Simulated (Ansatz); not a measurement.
# Lattice dynamics of CaI2 monolayer (1T), part 3 of 3

Task: relax CaI2 monolayer (1T), then find its harmonic phonons.

Ansatz 0.2.0; DFT LDA, scalar-relativistic, plane waves, PAW.

So far. Step 4 (Relaxing to small forces for the phonons): The largest force component left is 0.25 meV/Å, within the tolerances set. Step 5 (Linear response at the zone centre): Before it was imposed, the acoustic sum rule was missed by 8.2e-5 eV/Å² and the charge sum rule by 0.0015 e. Small misses are needed for a sound result but don't prove that mesh and cutoff are converged. The lowest optical mode is real, 71.5 cm⁻¹.

### 6. Phonons on a q mesh

Stability and thermal properties need the whole zone. Linear response on a 3×3×1 q mesh gives force constants as far as a supercell of that size would, and the tensors from the zone-centre run are typed in so that the long-range dipole term is interpolated apart.

File input.yaml:

```yaml
crystal:
  lattice:
    - [4.3461199407, 0.0, 0.0]
    - [-2.1730599703, 3.7638502765, 0.0]
    - [0.0, 0.0, 30.4]
  atoms:
    - { symbol: Ca, position: [0.0, 0.0, 0.3289473684] }
    - { symbol: I, position: [0.3333333333, 0.6666666667, 0.3866146133] }
    - { symbol: I, position: [0.6666666667, 0.3333333333, 0.2712801236] }
  periodic: [true, true, false]
kpoints:
  mp_grid: { grid: [6, 6, 1] }
hamiltonian:
  xc: lda
scf:
  occupations: { method: fixed }
output:
  eigenvalues: true
phonons:
  method: dfpt
  qmesh: [3, 3, 1]
  temperatures: { t_max: 1000, t_step: 50 }
  qpath:
    path:
      - [0.0, 0.0, 0.0]
      - [0.5, 0.0, 0.0]
      - [0.33333333, 0.33333333, 0.0]
      - [0.0, 0.0, 0.0]
    npoints: 10
  isolated: true
  non_analytic_term:
    high_frequency_dielectric_tensor: [[1.7071, 0.0, 0.0], [0.0, 1.7071, 0.0], [0.0, 0.0, 1.1703]]
    born_effective_charges:
      - { species: Ca, tensor: [[2.4215, 0.0, 0.0], [0.0, 2.4215, 0.0], [0.0, 0.0, 0.4118]] }
      - { species: I, tensor: [[-1.2108, 0.0, 0.0], [0.0, -1.2108, 0.0], [0.0, 0.0, -0.2059]] }
      - { species: I, tensor: [[-1.2108, 0.0, 0.0], [0.0, -1.2108, 0.0], [0.0, 0.0, -0.2059]] }
    source: "zone-centre run at this cell"
```

Started as:

```
$ ansatz run input.yaml --threads 8 --pin off --max-ram 14336MiB --backend cpu --events-out ev --progress --plain --runs-dir out
```

Numbers of over 12 decimals in the logs are rounded to 6 here.

Log:

```text
Warning: phonons: the dynamical matrix that this run interpolates holds no multipole term above the dipole-dipole one, and a site of this crystal is no centre of inversion, so its interpolated transverse optical and acoustic branches and sound speeds can stay off near Gamma, and the density of states and the thermodynamics with them. What a run solves at a wave vector of phonons.qpoints, Gamma apart, where the deck admits one, is free of this, and under fd what a larger phonons.supercell samples
[...]
Crystal: 3 atoms, lattice volume = 497.288 Å³
Basis set: ecut = 420 eV, 9779 PW (Γ), exchange–correlation on 60×60×432 points (8 copies of the dense FFT grid, shifted against one another)
Bands: 27, of which v1, the nominal top of the filled ones, is band 22 counted from 1 (21 counted from 0)
Symmetry: 12 space group operations
k-points: 7 of 36 (irreducible under 6 space group operations, time reversal used)
[...]
SCF iter   1: F=—  HF=-16489.149807 eV  |F-HF|=—  |Δ(HF+E_count)|=         —  Δρ=2.06e-3  dr2=1.11e-2  ethr=1.77e-3  ⟨swp⟩=11.3  Hψ=1242  notcnv=0  defer=17
[...]
SCF iter  10: F=-16489.148485 eV  HF=-16489.148485 eV  |F-HF|=1.09e-11  |Δ(HF+E_count)|=  3.38e-10  Δρ=7.55e-9  dr2=3.08e-13  ethr=1.00e-12  ⟨swp⟩=32.0  Hψ=2060  notcnv=0
SCF 1 converged in 10 iterations: F = -16489.148485 eV  dr2 = 3.08e-13
[...]
NSCF: frozen V_eff on 7 k-points
[...]
DFPT response loops at q = (0, 0, 0) (fractional): preconditioner auto → none (the input reference at scf.mixing.eps_inf says where Resta's filter doesn't serve); β = 0.50; Broyden in place of MSR1
[...]
SCF converged after 10 iterations
Free energy (F): -16489.148485 eV
[...]
Internal energy: -16489.148485 eV  (E = F + TS)
E sigma→0 (E₀):  -16489.148485 eV
Fermi energy:    -6.735801 eV
[...]
--- Band table (eV; the first three rows and the last of 7) ---
  k-point 0: bands = [... 18 lower, -7.4782, -7.2937, -6.7358, -6.7358, -2.3264, -2.2470, -2.2470, -1.8818, ... 1 higher]
  k-point 1: bands = [... 18 lower, -7.5085, -7.4662, -7.1039, -6.9391, -2.5679, -1.9365, -1.9250, -1.5079, ... 1 higher]
  k-point 2: bands = [... 18 lower, -8.0430, -7.5608, -7.3102, -7.2945, -3.0161, -1.5360, -1.3868, -1.0017, ... 1 higher]
  k-point 6: bands = [... 18 lower, -8.6311, -8.0226, -7.6452, -7.6452, -1.9168, -1.7332, -1.7332, -0.6901, ... 1 higher]
--- Phonons (Γ-DFPT): 6 representative perturbations + reference (Σ response iterations 25) ---
  ASR residual: 4.063e-5 → 0.000e0 eV/Å²; symmetrization residual: 2.982e-5 eV/Å²
[...]
ASR residual per site (eV/Å²): 4.06e-5 2.80e-5 2.54e-5
  Γ frequencies (cm⁻¹): 0.00 0.00 0.00 71.47 71.47 92.07 166.95 166.95 234.79
--- Phonons (arbitrary-q DFPT): 3 irreducible q on the 3×3×1 mesh ---
  q = [0.0000, 0.0000, 0.0000] (star 1, of the zone-centre solve; hermiticity 8.50e-6, symmetrization 8.49e-11, taken by the last average 1.54e-6): -0.00 0.00 0.00 71.47 71.47 92.07 166.95 166.95 234.79
  q = [0.0000, 0.3333, 0.0000] (star 6, 9 solved perturbations on 21 of 36 k-point pairs; hermiticity 1.15e-5, symmetrization 5.92e-10, taken by the last average 1.72e-6): 27.14 38.49 59.69 71.11 83.07 89.91 168.54 178.04 219.87
  q = [0.3333, 0.3333, 0.0000] (star 2, 6 solved perturbations in 93 linear systems a pass and spin channel, the states on 21 of 36 k-point pairs; hermiticity 1.57e-5, symmetrization 1.21e-6, taken by the last average 2.64e-6): 36.60 64.04 64.04 76.53 76.53 87.52 165.45 195.69 195.69
  sum rule: each row above includes the acoustic sum rule's correction from the zone centre's row sums; it moved no ω² by more than (0.53 cm⁻¹)²
  mesh force constants: q→R imaginary residual 0.00e0; ASR residual 4.063e-5 → 0.000e0 eV/Å²; symmetrization residual 3.553e-15 eV/Å²
  interpolated dispersion: 31 rows × 9 modes
  density of states and harmonic sums: on the 18×18×1 q-mesh, interpolated from the force constants of a 3×3×1 supercell (with the dipole–dipole term of supplied tensors)
  largest difference from the sums on the solved wave vectors: F 1.10e-1 eV, S 1.37e-4 and C_V 2.63e-5 eV/K
  zero-point energy: 0.057896 eV/cell   skipped modes (ω ≤ 0): 4, of them read as no rigid motion or as one in doubt: 1 (1.852e-2 modes/cell left out, lowest -0.66 cm⁻¹)   left out of the sums: 3.09e-3 of the cell's modes: C_V's classical limit lies that fraction below 3 k_B per atom; for a crystal, a wire or a layer, F and S can be off by more, and a phonons.interpolated_qmesh denser along its periods is the remedy for the sampling
```

Wall time 71 s (8 threads of Arm Neoverse V2, shared host); peak memory 1.7 GiB; 8.7 min of CPU time.

This step gave:

| Property | Result |
| --- | --- |
| sum-rule residual before enforcement | 4.06e-5 eV/Å² |
| lowest frequency on the path | -0.8526 cm⁻¹ |
| highest frequency on the path or at a solved wavevector | 234.8 cm⁻¹ |
| lowest mode on the q mesh (acoustic modes at Γ apart) | 27.14 cm⁻¹ |

Frequencies (cm⁻¹) solved at each irreducible wavevector; negative means imaginary. Frequencies by wavevector, by row:

| q in reciprocal lattice units | star | mode 1 | mode 2 | mode 3 | mode 4 | mode 5 | mode 6 | mode 7 | mode 8 | mode 9 |
| --- | --- | --- | --- | --- | --- | --- | --- | --- | --- | --- |
| 0 0 0 | 1 | 0 | 0 | 0 | 71.5 | 71.5 | 92.1 | 166.9 | 166.9 | 234.8 |
| 0 0.3333 0 | 6 | 27.1 | 38.5 | 59.7 | 71.1 | 83.1 | 89.9 | 168.5 | 178 | 219.9 |
| 0.3333 0.3333 0 | 2 | 36.6 | 64 | 64 | 76.5 | 76.5 | 87.5 | 165.4 | 195.7 | 195.7 |

Interpolated from a 3×3×1 q mesh, with the LO-TO term (at Γ the limit along the path; where Γ stands inside the path, tables give the limit on arrival). Phonon branches along the path, in cm⁻¹:

| point | branch 1 | branch 2 | branch 3 | branch 4 | branch 5 | branch 6 | branch 7 | branch 8 | branch 9 |
| --- | --- | --- | --- | --- | --- | --- | --- | --- | --- |
| Γ | 0 | 0 | 0 | 72 | 72 | 92 | 167 | 167 | 235 |
| M | 38 | 45 | 69 | 71 | 79 | 93 | 163 | 166 | 227 |
| K | 37 | 64 | 64 | 76 | 76 | 88 | 165 | 196 | 196 |
| Γ | 0 | 0 | 0 | 72 | 72 | 92 | 167 | 167 | 235 |

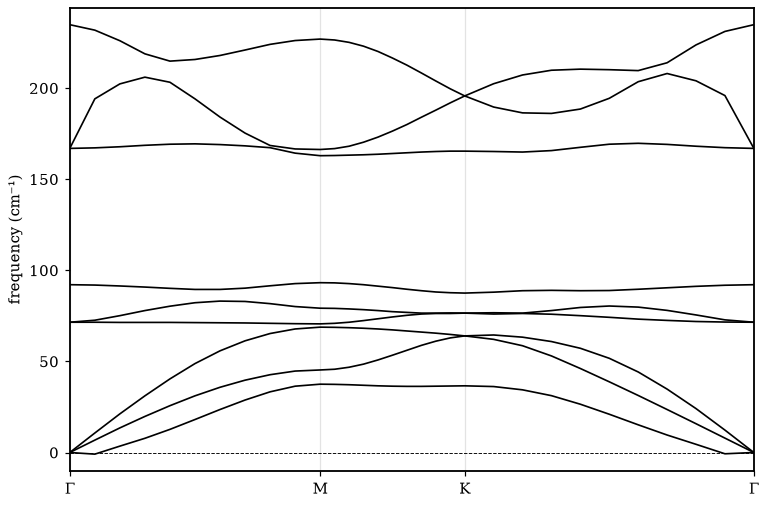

Phonon branches along the path.

The phonon density of states has structure finer than the step of the table below, so its rows give means over 10 cm⁻¹, whole bins alone (the curve runs from -1 to 235 cm⁻¹). Peaks (cm⁻¹: height): 35.0: 0.112, 65.0: 0.0901, 71.0: 0.188, 89.0: 0.273, 165.0: 0.174, 169.0: 0.211, 211.0: 0.0761.

Tetrahedra on a 18×18×1 mesh, mean over bins of 2 cm-1. Interpolated from a 3×3×1 q mesh. Phonon density of states against wavenumber; means over each step:

| wavenumber (cm⁻¹) | phonon density of states (1/cm⁻¹/cell) |
| --- | --- |
| 10 | 0.0186 |
| 20 | 0.0311 |
| 30 | 0.0592 |
| 40 | 0.0601 |
| 50 | 0.0455 |
| 60 | 0.0521 |
| 70 | 0.115 |
| 80 | 0.113 |
| 90 | 0.1 |
| 100 | 0 |
| 110 | 0 |
| 120 | 0 |
| 130 | 0 |
| 140 | 0 |
| 150 | 0 |
| 160 | 0.0250 |
| 170 | 0.0956 |
| 180 | 0.0306 |
| 190 | 0.0249 |
| 200 | 0.0206 |
| 210 | 0.0494 |
| 220 | 0.0456 |
| 230 | 0.00818 |

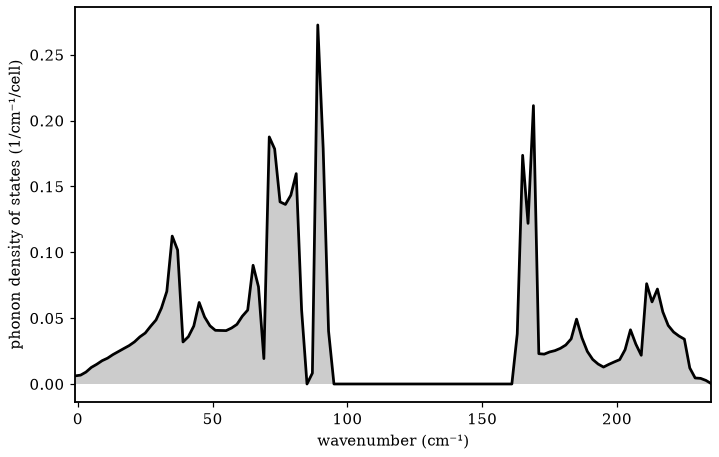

Phonon density of states, plotted against wavenumber.

The partial phonon density of states has structure finer than the step of the table below, so its rows give means over 10 cm⁻¹, whole bins alone (the curve runs from -12.8 to 252 cm⁻¹). Peaks (cm⁻¹: height): Ca 35.5: 0.0141, 168.6: 0.115, 213.6: 0.0535; I 35.5: 0.0834, 72.1: 0.165, 90.4: 0.156.

Phonopy on the run's constants, 15x15x1 mesh, Gaussian sigma 2.0 cm-1. Interpolated from a 3×3×1 q mesh. Table of partial phonon density of states by wavenumber; means over each step; values in 1/cm⁻¹/cell:

| wavenumber (cm⁻¹) | Ca | I |
| --- | --- | --- |
| 0 | 0.00116 | 0.00749 |
| 10 | 0.00225 | 0.0147 |
| 20 | 0.00398 | 0.0259 |
| 30 | 0.00824 | 0.0508 |
| 40 | 0.00837 | 0.0538 |
| 50 | 0.00508 | 0.0394 |
| 60 | 0.00419 | 0.0437 |
| 70 | 0.00232 | 0.115 |
| 80 | 4.6e-4 | 0.112 |
| 90 | 1.3e-4 | 0.0967 |
| 100 | 3.0e-6 | 0.00359 |
| 110 | 0 | 0 |
| 120 | 0 | 0 |
| 130 | 0 | 0 |
| 140 | 0 | 0 |
| 150 | 1.4e-6 | 0 |
| 160 | 0.0276 | 0.00509 |
| 170 | 0.0795 | 0.0127 |
| 180 | 0.0301 | 0.00436 |
| 190 | 0.0290 | 0.00405 |
| 200 | 0.0121 | 0.00148 |
| 210 | 0.0381 | 0.00403 |
| 220 | 0.0318 | 0.00304 |
| 230 | 0.0149 | 0.00143 |
| 240 | 3.5e-4 | 5.3e-5 |

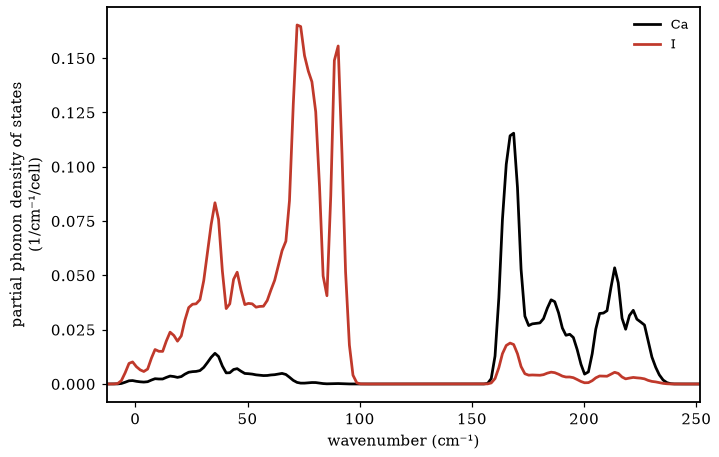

Partial phonon density of states, plotted against wavenumber.

Symmetry leaves 3 wavevectors to solve. The lowest mode among them, the acoustic zeros apart, lies at q = (0, 0.333, 0) and is real, 27.1 cm⁻¹.

### 7. Isotope substitution

An isotope changes the mass and not the force constants, so no new electronic calculation is needed; the shifts show which modes move this element.

The same force constants with the mass of Ca changed from 40.078 to 47.953 u (phonopy, no LO-TO term). Both lists are sorted by frequency; levels can cross, so a row need not hold one and the same mode. Modes under 3 cm⁻¹ are left out. Isotope shifts, by row:

| q | rank | natural mass (cm⁻¹) | changed mass (cm⁻¹) |
| --- | --- | --- | --- |
| 0 0 0 | 4 | 71.47 | 71.47 |
| 0 0 0 | 5 | 71.47 | 71.47 |
| 0 0 0 | 6 | 92.07 | 92.07 |
| 0 0 0 | 7 | 166.9 | 154.7 |
| 0 0 0 | 8 | 166.9 | 154.7 |
| 0 0 0 | 9 | 234.8 | 217.5 |
| 0 0.3333 0 | 1 | 27.13 | 26.76 |
| 0 0.3333 0 | 2 | 38.49 | 38.02 |
| 0 0.3333 0 | 3 | 59.69 | 59.19 |
| 0 0.3333 0 | 4 | 71.11 | 71.1 |
| 0 0.3333 0 | 5 | 83.07 | 83.07 |
| 0 0.3333 0 | 6 | 89.91 | 89.91 |
| 0 0.3333 0 | 7 | 168.5 | 156 |
| 0 0.3333 0 | 8 | 178.1 | 165 |
| 0 0.3333 0 | 9 | 219.9 | 202.7 |
| 0.3333 0.3333 0 | 1 | 36.6 | 36.05 |
| 0.3333 0.3333 0 | 2 | 64.04 | 63.48 |
| 0.3333 0.3333 0 | 3 | 64.04 | 63.48 |
| 0.3333 0.3333 0 | 4 | 76.53 | 76.53 |
| 0.3333 0.3333 0 | 5 | 76.53 | 76.53 |
| 0.3333 0.3333 0 | 6 | 87.52 | 87.52 |
| 0.3333 0.3333 0 | 7 | 165.4 | 153.6 |
| 0.3333 0.3333 0 | 8 | 195.7 | 180.5 |
| 0.3333 0.3333 0 | 9 | 195.7 | 180.5 |

A mode of this element alone would shift by -8.58 %. The highest zone-centre frequency without the field goes from 234.8 to 217.5 cm⁻¹ (-7.4 %). The product of the frequency ratios over all optical modes at Γ is 0.795; the product rule, (m/m′)^(3k/2) (M′/M)^(3/2) with k = 1 such atoms and M the mass of the cell, gives 0.795.

### 8. Summary of results

```yaml
space_group_after_relaxation_within_0p01_a: P-3m1
area_per_atom: 5.45 Å²
gap_on_the_k_mesh: 3.54 eV
highest_optical_mode_at_the_zone_centre_no_lo_to_term: 235 cm⁻¹
lowest_optical_zone_centre_mode: 71.5 cm⁻¹
largest_born_charge_third_of_the_trace: 1.75 e
lowest_mode_on_the_q_mesh_acoustic_modes_at_gamma_apart: 27.1 cm⁻¹
highest_frequency_on_the_path_or_at_a_solved_wavevector: 235 cm⁻¹
imaginary_modes_on_the_3x3x1_q_mesh: none
```

In words: The structure is a minimum as far as tested: no mode is imaginary at the 3 irreducible wavevectors of the 3×3×1 mesh, and the softest away from the acoustic zeros lies at 27 cm⁻¹. Without the field, the optical modes at Γ span 71 to 235 cm⁻¹. The highest mode in this list at Γ, 234.8 cm⁻¹, is mostly motion of Ca (86 % of the kinetic energy). The strongest infrared line is at 167 cm⁻¹. Averaged over orientations, the strongest Raman line at 532 nm and 300 K is at 72 cm⁻¹. In a sheet or slab the interpolated bending branch near Γ is rough, since the rotational sum rule isn't imposed. Dielectric tensors refer to the cell with its vacuum. Spin-orbit coupling is left out, which can matter for the heavy elements here. The starting cell was built on a prototype and not taken from a measurement. These are harmonic frequencies at zero temperature: anharmonic shifts, linewidths and thermal expansion are left out.

[Logs are printed without paths, hosts, clocks, repeated set-up lines and the standing remarks that a program may print on its own settings, such as how far it seeks lower states.]

[Hosts, paths, dates, database ids (printed as entryN), source tags and the programs' standing remarks are cut or masked in the printed files.]
